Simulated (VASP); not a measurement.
Band structure of V (space group Im-3m). Computed with PBE GGA, VASP's PBE PAW potentials (set 64) (plane waves; VASP).

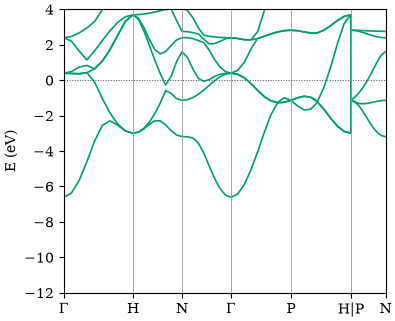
Figure. Bands along high-symmetry lines, zero at the valence-band maximum or, without a gap, the Fermi level

### Question
Read the plot: is there a gap, and where are the band edges?

### Answer
It has no gap at this level: it comes out as a metal or semimetal.

The structure is a typed V crystal. The cell was not relaxed at this level. The run is not spin-polarised, so no magnetic state was tried.
